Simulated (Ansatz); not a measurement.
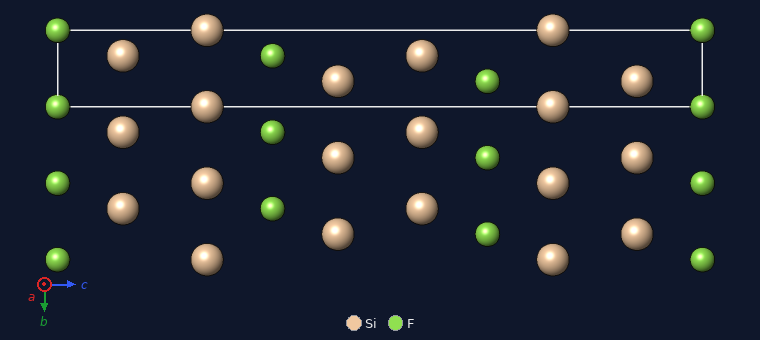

The picture looks along a close-packed row of the hexagonal mesh; c points to the right. Every atom sits on one of the three columns of the mesh; call them A, B, C in the order in which they first turn up. The sequence starts with the first layer at or above the cell's origin.

System Si2F; source of the atomic positions: coordinates from a relaxation with Ansatz 0.2.0, DFT PBE, scalar-relativistic, plane waves, PAW; the starting structure was generated, so it need not be a known form of this composition.

Q: Read off the stacking sequence over one period.

A: F(A) – Si(B) – Si(A) – F(B) – Si(C) – Si(B) – F(C) – Si(A) – Si(C) (nine layers in 19.27 Å).

Heights of the layers:

| layer | atoms (column) | height (Å) | to next (Å) |
| --- | --- | --- | --- |
| 1 | F(A) | 0.00 | 1.96 |
| 2 | Si(B) | 1.96 | 2.51 |
| 3 | Si(A) | 4.47 | 1.96 |
| 4 | F(B) | 6.42 | 1.96 |
| 5 | Si(C) | 8.38 | 2.51 |
| 6 | Si(B) | 10.89 | 1.96 |
| 7 | F(C) | 12.84 | 1.96 |
| 8 | Si(A) | 14.80 | 2.51 |
| 9 | Si(C) | 17.31 | 1.96 |
